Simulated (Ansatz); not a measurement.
# Strength of the C–C bond: C3H5NO → CH3O + C2H2N

Species: C3H5NO `N#CCCO`, singlet; CH3O (hydroxymethyl radical) `[CH2]O`, doublet; C2H2N `[CH2]C#N`, doublet. 

Shapes, held fixed at every level: PBE0-D4/def2-TZVP. Flexible molecules stand in one conformer, not always the lowest. Programs: Ansatz 0.2.0. The zero-point and thermal change to 298 K, harmonic and unscaled (PBE0-D4/def2-TZVP), is -23.4 kJ/mol.

| level | kind | ΔH(298 K) (kJ/mol) |
| --- | --- | --- |
| r2SCAN-D4/def2-TZVPP | meta-GGA | +288.3 |
| B3LYP-D4/def2-TZVPP | global hybrid | +299.4 |
| BHLYP-D4/def2-TZVPP | global hybrid | +299.1 |
| PBE0-D4/def2-TZVPP | global hybrid | +314.3 |
| r2SCAN0-D4/def2-TZVPP | global hybrid | +291.7 |
| wB97X-V/def2-TZVPP | range-separated hybrid | +328.9 |
| B2PLYP/def2-TZVPP | double hybrid | +313.1 |

B2PLYP/def2-TZVPP gives ΔH(298 K) = +313.1 kJ/mol; the levels span +288.3 to +328.9. The median of the levels is +299.4. No measured value is set beside it here. Spin contamination: C2H2N (⟨S²⟩ up to 0.93). Open shells run unrestricted unless RO is named.

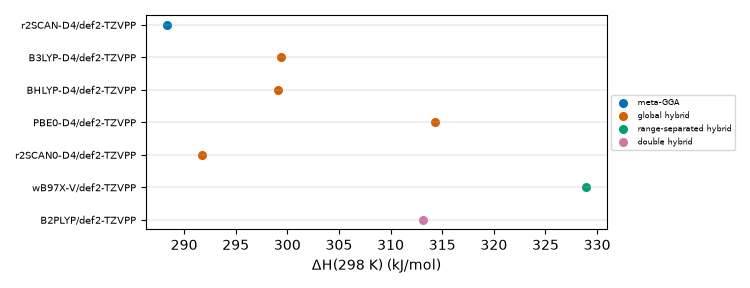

The values of the table, level by level.
